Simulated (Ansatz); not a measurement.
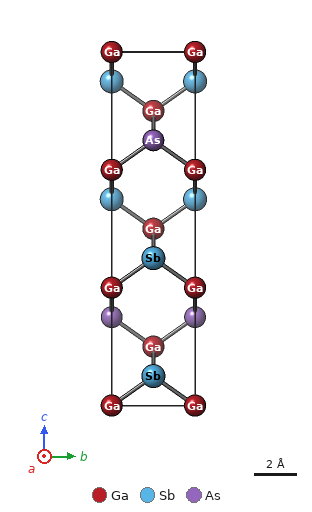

This is the input geometry for a relaxation of a crystal of Ga₃Sb₂As (a generated structure, set up in I-4m2) (coarse preliminary run). A ball-and-stick model of the conventional cell (2 times the calculation's cell), seen along the a axis. Lengths and directions refer to the drawn axes.

The calculation used DFT PBE, scalar-relativistic, plane waves, PAW (Ansatz).

The input:
```yaml
crystal:
  lattice:
    - [-2.01918467, 2.01918467, 8.56667503]
    - [2.01918467, -2.01918467, 8.56667503]
    - [2.01918467, 2.01918467, -8.56667503]
  atoms:
    - { symbol: Ga, position: [0.0, 0.0, 0.0] }
    - { symbol: Ga, position: [0.66666667, 0.66666667, 0.0] }
    - { symbol: Ga, position: [0.33333333, 0.33333333, 0.0] }
    - { symbol: Sb, position: [0.58333333, 0.08333333, 0.5] }
    - { symbol: Sb, position: [0.91666667, 0.41666667, 0.5] }
    - { symbol: As, position: [0.25, 0.75, 0.5] }
basis:
  ecutwfc: 420
kpoints:
  mp_grid: { grid: [6, 6, 6] }
hamiltonian:
  xc: pbe
scf:
  occupations: { method: gaussian, width: 0.1 }
  lower_state_search: "off"
output:
  forces: true
  stress: true
  eigenvalues: true
relax:
  adjacent_minimum: "off"
  f_tol: 0.04
  max_steps: 70
  cell: { stress_tol: 0.4 }
```

Run as
```bash
ansatz run input.yaml --threads 1 --pin off --max-ram 2560MiB --backend cpu --events-out ev --progress --plain --runs-dir out
```

Where does the relaxation end?

The energy falls by 201 meV per atom in 3 accepted moves (4 points after the start). The largest force component goes from 1.6 to 0.03 eV/Å. The pressure goes from 14.12 to 0.11 GPa. At 1 point the geometry stayed and the basis and grid were re-selected for the new cell (energy shift of 1.3 meV per atom at most each time). The largest moves relative to the cell, 0.13 Å, are those of Ga2 and Ga3. Ga3 goes along −c. By element the largest moves are Ga 0.13 Å, Sb 0.06 Å. As stays in place. The drawn cell changes as follows: a = b 4.038 → 4.290 Å (+6.2 %), c 17.133 → 18.121 Å (+5.8 %); the volume changes by +19.4 %. Near-neighbour distances that change, for instance: Ga1–Sb4 2.473 → 2.660 Å, Ga2–As6 2.473 → 2.551 Å. Bond angles that change, for instance: Ga2–As6–Ga2 109.5° → 114.5°, As6–Ga3–As6 109.5° → 114.5°, Ga2–As6–Ga3 109.5° → 107.0°. The space group stays I-4m2 (No. 119).

Step by step:

| step | E − E(0), meV/atom | largest force component, eV/Å | pressure, GPa | volume, Å³/atom | note |
| --- | --- | --- | --- | --- | --- |
| 0 | 0.00 | 1.6099 | 14.12 | 23.285 |  |
| 1 | -192.51 | 0.1956 | 2.03 | 26.798 |  |
| 2 | -198.56 | 0.1863 | 0.07 | 27.813 |  |
| 3 | -199.51 | 0.0296 | 0.06 | 27.796 |  |
| 4 | -200.79 | 0.0295 | 0.11 | 27.796 | same geometry, new basis |

Final geometry:

```
CELL_PARAMETERS angstrom
-2.14517 2.14517 9.06056
2.14517 -2.14517 9.06056
2.14517 2.14517 -9.06056
ATOMIC_POSITIONS crystal
Ga 0.00000 0.00000 0.00000
Ga 0.67386 0.67386 0.00000
Ga 0.32614 0.32614 0.00000
Sb 0.58684 0.08684 0.50000
Sb 0.91316 0.41316 0.50000
As 0.25000 0.75000 0.50000
```

The end point in the same view:

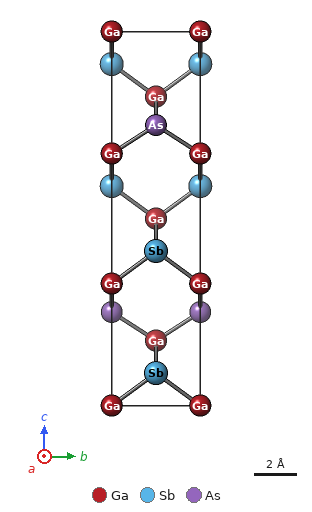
